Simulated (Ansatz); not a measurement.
# GeH2Br+ (quintet): correlated methods under varied settings

What do other methods and options give for GeH2Br+ (quintet) at this geometry, and how long do they take?

Program: Ansatz 0.2.0, Gaussian basis. Level of theory: the settings change from run to run. These are calculated values, not measurements.

26 further runs of the same task are left out: 13 that didn't finish, 13 set aside as unsound or not needed.

**1. What is computed**

The geometry is a PBE0/def2-TZVP stationary point (not a proven minimum) of the parent state, kept for this charge and spin. No spin-orbit coupling is included. The filled d shell of Ge, Br may be among the frozen orbitals whatever the setting's name suggests; the logs give the count.

4 atoms, charge 1, spin multiplicity 5.

Atoms are counted from 1 here; the program's logs count them from 0.

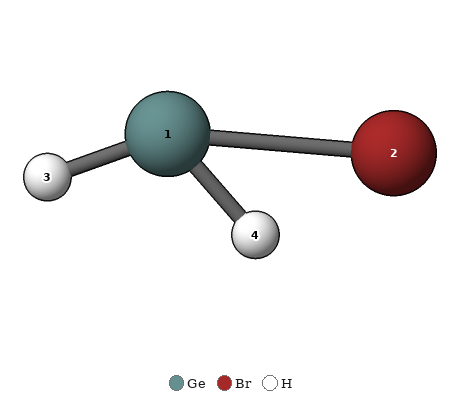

The structure; germanium teal, bromine red, hydrogen white; atoms are numbered from 1 in the order of the file.

Coordinates:

```xyz
4
BrGeH2
Ge    0.0000    0.4611    0.6275
Br    0.0000    0.4176   -2.1626
H     0.0000   -0.1726    2.0682
H     0.0000   -0.7061   -0.5332
```

**2. CCSD(T) on UHF/STO-3G**

in.yaml reads:

```yaml
crystal:
  periodic: [false, false, false]
  atoms:
    - {symbol: Ge, position_ang: [-0.000002, 0.461112, 0.627548]}
    - {symbol: Br, position_ang: [-0.000001, 0.417603, -2.162594]}
    - {symbol: H, position_ang: [0.000013, -0.172647, 2.068221]}
    - {symbol: H, position_ang: [-0.000010, -0.706068, -0.533175]}
basis:
  gaussian: {orbitals: STO-3G}
total_charge: 1
magnetization: {spin_polarized: true, initial_magnetization: 4}
correlation: {method: ccsd_t, electrons: outside_noble_gas}
```

Started as:

```
> ansatz run in.yaml --threads 1 --pin off --events-out ev --progress --plain --max-ram 2393MiB
```

Output (excerpt; [...] marks lines left out):

```text
Functional definition: HF
  name "HF"
  cite "Fock, Z. Phys. 61, 126 (1930) doi:10.1007/BF01340294"
  parent pbe
[...]
380 factors; integrals over basis functions are off by at most 1.9e-5 eV
[...]
mean field -125094.83740521 eV, -4597.1504823154 hartree, gradient 3.5e-6 eV, S^2 6.005199; 6 other end points of the search recorded, 0 dependent functions left out
determinant -125094.83740521 eV, -4597.1504823154 hartree, with singles and doubles -125095.82719564 eV, -4597.1868564426 hartree
determinant -125094.58148619 eV, -4597.1410774647 hartree, with singles and doubles -125095.55995966 eV, -4597.1770357015 hartree
determinant -125092.28894781 eV, -4597.0568282332 hartree, with singles and doubles -125093.31199317 eV, -4597.0944244568 hartree
determinant -125094.83740521 eV, -4597.1504823154 hartree, with singles and doubles -125095.82704725 eV, -4597.1868509896 hartree
determinant -125094.58148619 eV, -4597.1410774647 hartree, with singles and doubles -125095.55986247 eV, -4597.1770321297 hartree
28 core orbitals not correlated, not the lowest: weight in the atoms' cores, before any rotation towards them, 0.938 or more for the frozen orbitals, at most 0.040 for the correlated occupied ones
reference -125094.83740521 eV, -4597.1504823154 hartree; 8, 4 occupied and 2, 6 virtual orbitals, 380 factors
second order -0.58753022 eV of doubles, -0.00000000 eV of singles
cycle   1  -0.98964329 eV  change   -1.3e-6 eV  update   3.0e-6
perturbative correction -0.00885160 eV, -0.0003252905 hartree
Total energy: -125095.83590011 eV, -4597.1871763261 hartree
```

It took 1.8 s on 1 thread of Arm Neoverse V2, shared host.

From the report: ⟨S²⟩ of the determinant 6.005 (pure quintet: 6.00); correlation -0.9985 eV; T1 0.010; largest double amplitude 0.06.

**3. MRCISD+Q(relaxed)(10,8)/STO-3G**

Edit in.yaml of step 2 so:

```diff
@@ -8,5 +8,6 @@
 basis:
-  gaussian: {orbitals: STO-3G}
+  gaussian: {orbitals: STO-3G, point_charges: [{charge: 0.50, position_ang: [4.955, -0.061, -0.858]}]}
 total_charge: 1
-magnetization: {spin_polarized: true, initial_magnetization: 4}
-correlation: {method: ccsd_t, electrons: outside_noble_gas}
+magnetization: {spin_polarized: false, initial_magnetization: 4}
+correlation: {method: fic_mrcisd_q_relaxed, electrons: outside_noble_gas, active_space: {window: {electrons: 10, orbitals: 8}}}
+accuracy: high
```

The command is unchanged.

Output (excerpt; [...] marks lines left out):

```text
Functional definition: HF
  name "HF"
  cite "Fock, Z. Phys. 61, 126 (1930) doi:10.1007/BF01340294"
  parent pbe
[...]
478 factors; integrals over basis functions are off by at most 1.8e-8 eV
[...]
mean field -125093.39993145 eV, -4597.0976561290 hartree, gradient 3.7e-8 eV, S^2 6.000000; 4 other end points of the search recorded, 0 dependent functions left out
reference -125093.39993145 eV, -4597.0976561290 hartree; 36, 32 occupied and 2, 6 virtual orbitals, 478 factors
state -125093.98306712 eV, -4597.1190859694 hartree
contracted CI cycle   1: correlation -0.00000000 eV, -0.0000000000 hartree, residual 3.53e0 eV
contracted CI cycle   2: correlation -0.41566605 eV, -0.0152754457 hartree, residual 9.21e-1 eV
contracted CI cycle   3: correlation -0.44359440 eV, -0.0163017936 hartree, residual 2.88e-1 eV
contracted CI cycle   4: correlation -0.44632307 eV, -0.0164020701 hartree, residual 8.40e-2 eV
[...]
contracted CI cycle   8: correlation -0.58090533 eV, -0.0213478770 hartree, residual 3.35e-3 eV
contracted CI cycle   9: correlation -0.58090564 eV, -0.0213478884 hartree, residual 1.36e-3 eV
contracted CI cycle  10: correlation -0.58090569 eV, -0.0213478905 hartree, residual 5.15e-4 eV
contracted CI cycle  11: correlation -0.58090570 eV, -0.0213478908 hartree, residual 2.13e-4 eV
contracted CI cycle  12: correlation -0.58090570 eV, -0.0213478908 hartree, residual 9.09e-5 eV
contracted CI cycle  13: correlation -0.58090570 eV, -0.0213478908 hartree, residual 3.75e-5 eV
contracted CI cycle  14: correlation -0.58090570 eV, -0.0213478908 hartree, residual 2.16e-5 eV
state -125093.84902633 eV, -4597.1141600612 hartree; corrected -125094.44333827 eV, -4597.1360006224 hartree
state -125093.84902633 eV, -4597.1141600612 hartree; corrected -125094.44333827 eV, -4597.1360006224 hartree
WARN: the results are in doubt because another end's mean lies 0.134 eV lower, and its corrected mean 0.006 eV higher
Total energy: -125094.44333827 eV, -4597.1360006224 hartree
In doubt: another end's mean lies 0.134 eV lower, and its corrected mean 0.006 eV higher
```

It took 7 s on 1 thread of Arm Neoverse V2, shared host; peak memory 0.26 GiB.

From the report: 448 determinants; active occupations 2.00, 2.00, 1.98, 1.00, 1.00, 1.00, 1.00, 0.02. Mind the lines of doubt at the end of the log.

**4. HF/cc-pVDZ**

in.yaml reads:

```yaml
crystal:
  periodic: [false, false, false]
  atoms:
    - {symbol: Ge, position_ang: [-0.000002, 0.461112, 0.627548]}
    - {symbol: Br, position_ang: [-0.000001, 0.417603, -2.162594]}
    - {symbol: H, position_ang: [0.000013, -0.172647, 2.068221]}
    - {symbol: H, position_ang: [-0.000010, -0.706068, -0.533175]}
basis:
  gaussian: {orbitals: cc-pVDZ}
total_charge: 1
magnetization: {spin_polarized: false, initial_magnetization: 4}
hamiltonian: {xc: hf, pseudopotentials: {relativity: none}}
accuracy: high
scf: {lower_state_search: off}
output: {forces: true, orbitals: {seedname: orbitals}}
```

The command is unchanged.

Output (excerpt; [...] marks lines left out):

```text
Functional definition: HF
  name "HF"
  cite "Fock, Z. Phys. 61, 126 (1930) doi:10.1007/BF01340294"
  parent pbe
[...]
1293 factors; integrals over basis functions are off by at most 4.6e-9 eV
[...]
mean field -126489.48812239 eV, -4648.4029508436 hartree, gradient 2.0e-8 eV, S^2 6.000000; 0 other end points of the search recorded, 0 dependent functions left out
[...]
reference -126489.48812239 eV, -4648.4029508436 hartree; 36, 32 occupied and 28, 32 virtual orbitals, 1293 factors
Total energy: -126489.48812239 eV, -4648.4029508436 hartree
Atom 0 at    -0.000002     0.461112     0.627548 Å, force     0.000016     0.496617     2.213521 eV/Å
Atom 1 at    -0.000001     0.417603    -2.162594 Å, force    -0.000005     0.107022    -1.593703 eV/Å
Atom 2 at     0.000013    -0.172647     2.068221 Å, force    -0.000014     0.025949    -0.605948 eV/Å
Atom 3 at    -0.000010    -0.706068    -0.533175 Å, force     0.000003    -0.629589    -0.013871 eV/Å
Dipole moment:    -0.000000    -0.087951    -0.039143 e Å
Checks for a lower state left out: stability, starts, cluster_reference, orbital_swaps, neighbouring_geometries, increment
```

Wall time 4 s (1 thread of Arm Neoverse V2, shared host).

**5. CCSD on ROHF/cc-pVDZ**

Edit in.yaml of step 4 so:

```diff
@@ -11,5 +11,2 @@
 magnetization: {spin_polarized: false, initial_magnetization: 4}
-hamiltonian: {xc: hf, pseudopotentials: {relativity: none}}
-accuracy: high
-scf: {lower_state_search: off}
-output: {forces: true, orbitals: {seedname: orbitals}}
+correlation: {method: ccsd, electrons: outside_noble_gas}
```

Same command.

Output (excerpt; [...] marks lines left out):

```text
Functional definition: HF
  name "HF"
  cite "Fock, Z. Phys. 61, 126 (1930) doi:10.1007/BF01340294"
  parent pbe
[...]
731 factors; integrals over basis functions are off by at most 1.1e-3 eV
[...]
mean field -126489.48798363 eV, -4648.4029457442 hartree, gradient 4.2e-6 eV, S^2 6.000000; 8 other end points of the search recorded, 0 dependent functions left out
[...]
determinant -126489.48798363 eV, -4648.4029457442 hartree, with singles and doubles -126494.91062316 eV, -4648.6022240712 hartree
determinant -126489.26571859 eV, -4648.3947776545 hartree, with singles and doubles -126494.66302896 eV, -4648.5931251520 hartree
determinant -126487.41368253 eV, -4648.3267165845 hartree, with singles and doubles -126492.77043309 eV, -4648.5235735366 hartree
determinant -126486.56996303 eV, -4648.2957104648 hartree, with singles and doubles -126491.87217480 eV, -4648.4905631534 hartree
determinant -126489.48798363 eV, -4648.4029457442 hartree, with singles and doubles -126494.91083494 eV, -4648.6022318538 hartree
determinant -126489.26571859 eV, -4648.3947776545 hartree, with singles and doubles -126494.66352192 eV, -4648.5931432681 hartree
28 core orbitals not correlated: weight in the atoms' cores, before any rotation towards them, 0.999 or more for the frozen orbitals, at most 0.000 for the correlated occupied ones
reference -126489.48798363 eV, -4648.4029457442 hartree; 8, 4 occupied and 28, 32 virtual orbitals, 731 factors
second order -4.40601351 eV of doubles, -0.14921862 eV of singles
cycle   1  -5.42284747 eV  change    3.8e-6 eV  update   2.9e-6
Total energy: -126494.91083111 eV, -4648.6022317131 hartree
```

It took 14 s on 1 thread of Arm Neoverse V2, shared host.

From the report: correlation -5.4228 eV; T1 0.023; largest double amplitude 0.05.

**6. NEVPT2(6,8)/cc-pVDZ**

Edit in.yaml of step 5 so:

```diff
@@ -11,2 +11,3 @@
 magnetization: {spin_polarized: false, initial_magnetization: 4}
-correlation: {method: ccsd, electrons: outside_noble_gas}
+correlation: {method: sc_nevpt2, electrons: outside_noble_gas, active_space: {window: {electrons: 6, orbitals: 8}}}
+output: {forces: true}
```

Same command.

Output (excerpt; [...] marks lines left out):

```text
Functional definition: HF
  name "HF"
  cite "Fock, Z. Phys. 61, 126 (1930) doi:10.1007/BF01340294"
  parent pbe
[...]
731 factors; integrals over basis functions are off by at most 1.1e-3 eV
[...]
mean field -126489.48798363 eV, -4648.4029457442 hartree, gradient 4.2e-6 eV, S^2 6.000000; 6 other end points of the search recorded, 0 dependent functions left out
reference -126489.48798363 eV, -4648.4029457442 hartree; 36, 32 occupied and 28, 32 virtual orbitals, 731 factors
state -126490.29308012 eV, -4648.4325324944 hartree
state -126490.29308012 eV, -4648.4325324944 hartree; corrected -126494.18363386 eV, -4648.5755077072 hartree
[...]
WARN: the results are in doubt because close orbitals or states may skew the forces
Total energy: -126494.18363386 eV, -4648.5755077072 hartree
Atom 0 at    -0.000002     0.461112     0.627548 Å, force     0.002466     0.839092     1.102273 eV/Å
Atom 1 at    -0.000001     0.417603    -2.162594 Å, force    -0.001574     0.080104    -1.494428 eV/Å
Atom 2 at     0.000013    -0.172647     2.068221 Å, force    -0.002085    -0.397028     0.381121 eV/Å
Atom 3 at    -0.000010    -0.706068    -0.533175 Å, force     0.001192    -0.522168     0.011034 eV/Å
Dipole moment:    -0.000106    -0.107645     0.046915 e Å
In doubt: close orbitals or states may skew the forces
```

Run time: 21 s. Hardware: 1 thread of Arm Neoverse V2, shared host.

From the report: 448 determinants; active occupations 1.96, 1.00, 1.00, 1.00, 1.00, 0.03, 0.01, 0.01. The program marks this result as in doubt; its last lines say why.

**7. NEVPT2(12,8)/STO-3G**

Edit in.yaml of step 6 so:

```diff
@@ -8,6 +8,5 @@
 basis:
-  gaussian: {orbitals: cc-pVDZ}
+  gaussian: {orbitals: STO-3G}
 total_charge: 1
 magnetization: {spin_polarized: false, initial_magnetization: 4}
-correlation: {method: sc_nevpt2, electrons: outside_noble_gas, active_space: {window: {electrons: 6, orbitals: 8}}}
-output: {forces: true}
+correlation: {method: sc_nevpt2, electrons: all, active_space: {window: {electrons: 12, orbitals: 8}, states: [{multiplicity: 5, weights: [1, 1, 0.5]}], root: 0}}
```

Launched as before.

Output (excerpt; [...] marks lines left out):

```text
Functional definition: HF
  name "HF"
  cite "Fock, Z. Phys. 61, 126 (1930) doi:10.1007/BF01340294"
  parent pbe
[...]
454 factors; integrals over basis functions are off by at most 3.8e-8 eV
[...]
mean field -125094.80488118 eV, -4597.1492870793 hartree, gradient 2.6e-6 eV, S^2 6.000000; 5 other end points of the search recorded, 0 dependent functions left out
reference -125094.80488118 eV, -4597.1492870793 hartree; 36, 32 occupied and 2, 6 virtual orbitals, 454 factors
state -125094.82527281 eV, -4597.1500364579 hartree
state -125094.54652725 eV, -4597.1397927475 hartree
state -125091.88358430 eV, -4597.0419313989 hartree
state -125094.82527281 eV, -4597.1500364579 hartree; corrected -125095.46154967 eV, -4597.1734192011 hartree
state -125094.54652725 eV, -4597.1397927475 hartree; corrected -125095.18788180 eV, -4597.1633620925 hartree
state -125091.88358430 eV, -4597.0419313989 hartree; corrected -125092.70889552 eV, -4597.0722610271 hartree
Total energy: -125095.46154967 eV, -4597.1734192011 hartree
```

Run time: 1.6 s. Hardware: 1 thread of Arm Neoverse V2, shared host.

From the report: 70 determinants; active occupations (of the averaged states) 2.00, 2.00, 1.80, 1.60, 1.60, 1.00, 1.00, 1.00.

**8. CCSD(T) on UHF/cc-pVDZ**

in.yaml reads:

```yaml
crystal:
  periodic: [false, false, false]
  atoms:
    - {symbol: Ge, position_ang: [-0.000002, 0.461112, 0.627548]}
    - {symbol: Br, position_ang: [-0.000001, 0.417603, -2.162594]}
    - {symbol: H, position_ang: [0.000013, -0.172647, 2.068221]}
    - {symbol: H, position_ang: [-0.000010, -0.706068, -0.533175]}
basis:
  gaussian: {orbitals: cc-pVDZ}
total_charge: 1
magnetization: {spin_polarized: true, initial_magnetization: 4}
correlation: {method: ccsd_t, electrons: outside_noble_gas}
accuracy: high
```

Same command.

Output (excerpt; [...] marks lines left out):

```text
Functional definition: HF
  name "HF"
  cite "Fock, Z. Phys. 61, 126 (1930) doi:10.1007/BF01340294"
  parent pbe
[...]
1293 factors; integrals over basis functions are off by at most 4.6e-9 eV
[...]
mean field -126489.75120018 eV, -4648.4126187740 hartree, gradient 2.2e-8 eV, S^2 6.024788; 7 other end points of the search recorded, 0 dependent functions left out
determinant -126489.75120018 eV, -4648.4126187740 hartree, with singles and doubles -126494.93436988 eV, -4648.6030967470 hartree
determinant -126489.52357956 eV, -4648.4042538703 hartree, with singles and doubles -126494.68682144 eV, -4648.5939995097 hartree
determinant -126487.68863484 eV, -4648.3368208956 hartree, with singles and doubles -126492.81089026 eV, -4648.5250603105 hartree
determinant -126486.73268118 eV, -4648.3016902466 hartree, with singles and doubles -126491.89502856 eV, -4648.4914030136 hartree
determinant -126489.75120018 eV, -4648.4126187740 hartree, with singles and doubles -126494.93437248 eV, -4648.6030968427 hartree
determinant -126489.52357956 eV, -4648.4042538703 hartree, with singles and doubles -126494.68714492 eV, -4648.5940113975 hartree
28 core orbitals not correlated: weight in the atoms' cores, before any rotation towards them, 0.999 or more for the frozen orbitals, at most 0.000 for the correlated occupied ones
reference -126489.75120018 eV, -4648.4126187740 hartree; 8, 4 occupied and 28, 32 virtual orbitals, 1293 factors
second order -4.27364823 eV of doubles, -0.00000000 eV of singles
cycle   1  -5.18317096 eV  change    1.3e-6 eV  update   2.1e-6
[...]
cycle  17  -5.18317034 eV  change  -3.0e-11 eV  update   1.3e-9
perturbative correction -0.11645371 eV, -0.0042795950 hartree
Total energy: -126495.05082424 eV, -4648.6073763658 hartree
```

Run time: 18 s. Hardware: 1 thread of Arm Neoverse V2, shared host; peak memory 0.25 GiB.

From the report: ⟨S²⟩ of the determinant 6.025 (pure quintet: 6.00); correlation -5.2996 eV; T1 0.016; largest double amplitude 0.05.

**9. CASSCF(6,5)/STO-3G**

Edit in.yaml of step 8 so:

```diff
@@ -8,6 +8,5 @@
 basis:
-  gaussian: {orbitals: cc-pVDZ}
+  gaussian: {orbitals: STO-3G}
 total_charge: 1
-magnetization: {spin_polarized: true, initial_magnetization: 4}
-correlation: {method: ccsd_t, electrons: outside_noble_gas}
-accuracy: high
+magnetization: {spin_polarized: false, initial_magnetization: 4}
+correlation: {active_space: {window: {electrons: 6, orbitals: 5}}}
```

Same command.

Output:

```text
Functional definition: HF
  name "HF"
  cite "Fock, Z. Phys. 61, 126 (1930) doi:10.1007/BF01340294"
  parent pbe
  exchange = exact_x
  correlation = 0
380 factors; integrals over basis functions are off by at most 1.9e-5 eV
mean field evaluation 1: about -125094.3326 eV, gradient 4.7e0 eV
mean field evaluation 2: about -125094.3575 eV, gradient 4.7e0 eV
mean field evaluation 4: about -125094.7819 eV, gradient 8.8e-1 eV
mean field evaluation 8: about -125094.8048 eV, gradient 9.4e-7 eV
mean field evaluation 16: about -125094.5446 eV, gradient 5.1e-1 eV
mean field -125094.80477899 eV, -4597.1492833239 hartree, gradient 2.4e-6 eV, S^2 6.000000; 5 other end points of the search recorded, 0 dependent functions left out
reference -125094.80477899 eV, -4597.1492833239 hartree; 36, 32 occupied and 2, 6 virtual orbitals, 380 factors
state -125094.80477899 eV, -4597.1492833239 hartree
Total energy: -125094.80477899 eV, -4597.1492833239 hartree
```

Wall time 1.2 s (1 thread of Arm Neoverse V2, shared host).

From the report: 5 determinants; active occupations 2.00, 1.00, 1.00, 1.00, 1.00. With so small a space the active step adds no correlation: the energy is the mean field's.

**10. CISD/cc-pVDZ**

Edit in.yaml of step 9 so:

```diff
@@ -8,5 +8,6 @@
 basis:
-  gaussian: {orbitals: STO-3G}
+  gaussian: {orbitals: cc-pVDZ}
 total_charge: 1
 magnetization: {spin_polarized: false, initial_magnetization: 4}
-correlation: {active_space: {window: {electrons: 6, orbitals: 5}}}
+correlation: {active_space: {ras: {orbitals: [4, 4, 28], electrons: 12, max_holes: 2, max_particles: 2}, fixed_orbitals: true}}
+scf: {lower_state_search: full}
```

The command is unchanged.

Output:

```text
Functional definition: HF
  name "HF"
  cite "Fock, Z. Phys. 61, 126 (1930) doi:10.1007/BF01340294"
  parent pbe
  exchange = exact_x
  correlation = 0
731 factors; integrals over basis functions are off by at most 1.1e-3 eV
mean field evaluation 1: about -126488.8246 eV, gradient 7.2e0 eV
mean field evaluation 2: about -126488.8288 eV, gradient 7.2e0 eV
mean field evaluation 4: about -126489.4639 eV, gradient 8.6e-1 eV
mean field evaluation 8: about -126489.4880 eV, gradient 3.1e-3 eV
mean field evaluation 16: about -126489.4573 eV, gradient 6.2e-1 eV
mean field evaluation 32: about -126489.4880 eV, gradient 2.9e-2 eV
mean field evaluation 64: about -126472.0496 eV, gradient 7.4e1 eV
mean field evaluation 96: about -126489.4880 eV, gradient 3.7e-6 eV
mean field -126489.48798363 eV, -4648.4029457442 hartree, gradient 4.2e-6 eV, S^2 6.000000; 11 other end points of the search recorded, 0 dependent functions left out
reference -126489.48798363 eV, -4648.4029457442 hartree; 36, 32 occupied and 28, 32 virtual orbitals, 731 factors
state -126494.56919145 eV, -4648.5896766874 hartree
Total energy: -126494.56919145 eV, -4648.5896766874 hartree
```

Wall time 14 s (1 thread of Arm Neoverse V2, shared host).

From the report: 336,585 determinants.

**11. The runs in one table**

Where basis and cores are those of an earlier UCCSDT(Q)/cc-pVDZ run (-126495.0857 eV), and the state is the same kind, the miss against it is given. † marks a result that the program doubts.

| level | correlated | functions | energy (eV) | from UCCSDT(Q) (meV) | time |
| --- | --- | --- | --- | --- | --- |
| CCSD(T) on UHF/STO-3G | outside noble gas | 38 | -125095.8359 |  | 1.8 s |
| MRCISD+Q(relaxed)(10,8)/STO-3G (beside a point charge) † | outside noble gas | 38 | -125094.4433 |  | 7 s |
| HF/cc-pVDZ |  | 64 | -126489.4881 |  | 4 s |
| CCSD on ROHF/cc-pVDZ | outside noble gas | 64 | -126494.9108 | 174.9 | 14 s |
| NEVPT2(6,8)/cc-pVDZ † | outside noble gas | 64 | -126494.1836 | 902.0 | 21 s |
| NEVPT2(12,8)/STO-3G (lowest root of an average) | all | 38 | -125095.4615 |  | 1.6 s |
| CCSD(T) on UHF/cc-pVDZ | outside noble gas | 64 | -126495.0508 | 34.9 | 18 s |
| CASSCF(6,5)/STO-3G |  | 38 | -125094.8048 |  | 1.2 s |
| CISD/cc-pVDZ | outside noble gas | 64 | -126494.5692 | 516.5 | 14 s |

**12. Outcome**

```
quantity                        value
    runs                            9
quickest    CASSCF(6,5)/STO-3G, 1.2 s
 slowest  NEVPT2(6,8)/cc-pVDZ †, 21 s
```

Total energies in different bases, with other cores or another treatment of relativity can't be set against each other. NEVPT2(6,8)/cc-pVDZ † took 17 times as long as CASSCF(6,5)/STO-3G; the jobs differ in more than the method. Among the correlated runs with a miss given, it spans +35 to +902 meV.
